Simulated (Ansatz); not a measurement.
# CH6BFGe: what the fields show

```xyz
10

C    -0.2289    1.0363   -1.0815
B     0.4711   -0.1970   -0.5249
F     1.4756   -0.8340   -1.3171
Ge    0.0624   -0.9135    1.2900
H    -0.1185    1.9326   -0.4260
H     0.1207    1.3505   -2.0987
H    -1.3361    0.8681   -1.1683
H    -0.4644   -2.3697    1.1395
H    -1.1355   -0.0407    1.9520
H     1.2367   -0.8837    2.2379
```

These are results of SCF hf, Gaussian basis in Ansatz 0.2.0, not measurements.

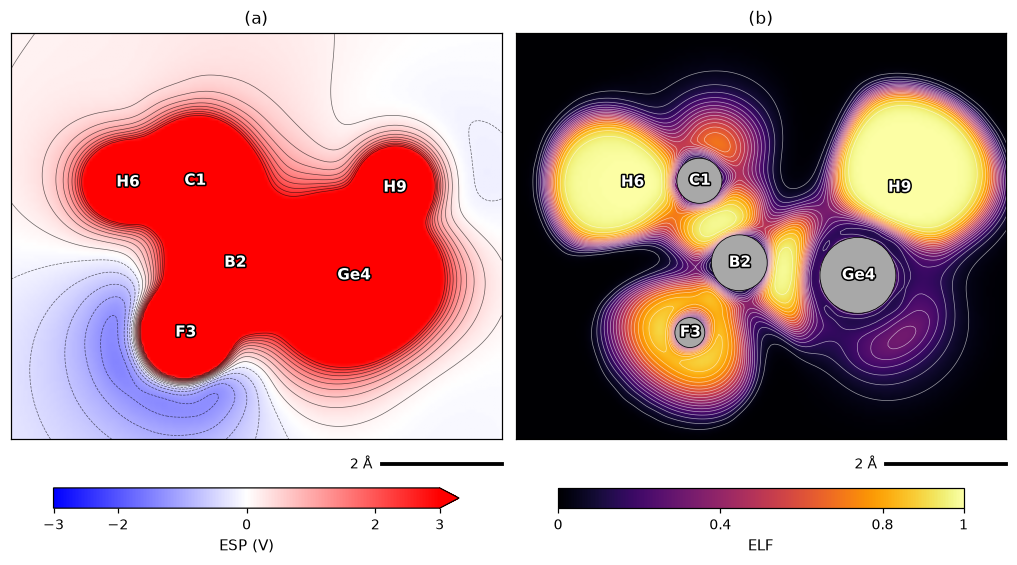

Figure 1. (a) electrostatic potential; (b) ELF on the plane of atoms C1, B2 and F3. Grey discs cover the atomic cores in the ELF map.

### Describe what can be read from this map.

The section cuts through C, B, F, Ge and H sites.
B–F (1.43 Å): the ELF peaks at about 0.85 between the atoms; a polar covalent bond.
C–B (1.52 Å): the ELF peaks at about 1 between the atoms (localised, covalent bonding).
Ge–B (1.99 Å): the ELF peaks at about 1 in the valence shell of B, 0.7 Å from its nucleus, and is about 0.80 at the midpoint.
C–H (1.12 Å): the ELF climbs to about 1 towards the hydrogen, as it does in any bond to H: a covalent bond by its length.
The ELF also peaks beside F3, away from the bonds: lone-pair regions.
Outside the dense part of the molecule the potential is most negative (−1.4 V) near F3.

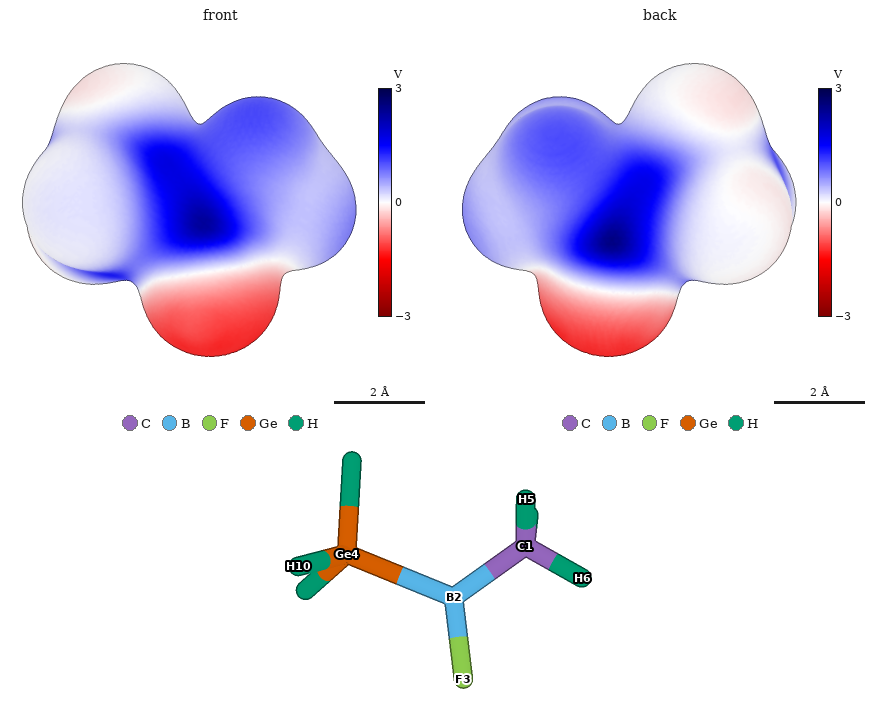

Figure 2. The electrostatic potential painted on the density surface at 0.002 e/bohr³, seen from the front and from behind; the colour scale runs from red (negative) to blue (positive). The bare structure is drawn below in the same view.

### Where is the surface potential most negative and most positive?

The most negative region (about −1.2 V) lies over F3, the most positive (about +2.4 V) over B2.

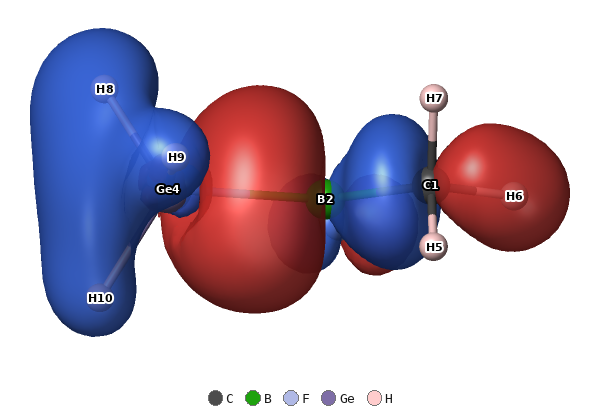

Figure 3. The HOMO at ±0.1 Å⁻³ᐟ² (blue and red are the two phases), seen from one side.

### What is the character of this orbital?

It lies mainly on Ge4 (about 35 %), B2 (about 30 %), C1 (about 10 %), F3 (about 5 %) and H8 (about 5 %). Its energy is −11.32 eV.
